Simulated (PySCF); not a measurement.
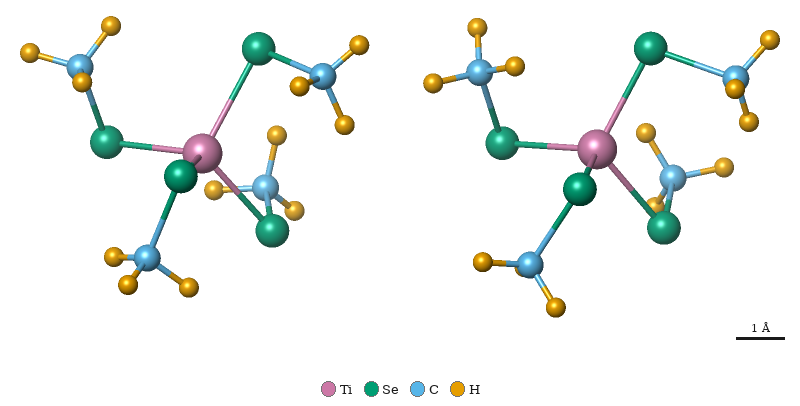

Two geometries of C₄H₁₂Se₄Ti, drawn at one scale. One is the start of a relaxation, the other its converged end. Style: ball-and-stick. Shown at a tilt.

Computed with PySCF, PBE0-D3(BJ)/def2-SVP geometry optimisation, gas phase. 

> Which geometry has the lower energy?

The right one is the relaxed one. The start comes from GFN2-xTB. Its atoms were then displaced at random by about 0.03 Å. Over 29 geometry steps the energy falls by 23.1 kcal/mol. The largest move after the best rigid fit is that of an H atom, 1.27 Å. Largest moves by element: H 1.27 Å, Se 0.44 Å, C 0.39 Å, Ti 0.16 Å. Among the contacts that change: H–Ti 3.079 → 2.541 Å, H–Ti 3.035 → 2.835 Å, C–H 1.004 → 1.098 Å, Se–Ti 2.482 → 2.398 Å. Bond angles that change, for instance: Ti–Se–C 86.6° → 96.4°, Se–Ti–Se 111.7° → 104.0°, Ti–Se–C 91.6° → 84.4°. Groups turn about C–Se by about 55°, C–Se by about 55°, C–Se by about 45°. Cost: 22 min on 2 threads of AMD EPYC 7R43 64-Core Processor (shared host).
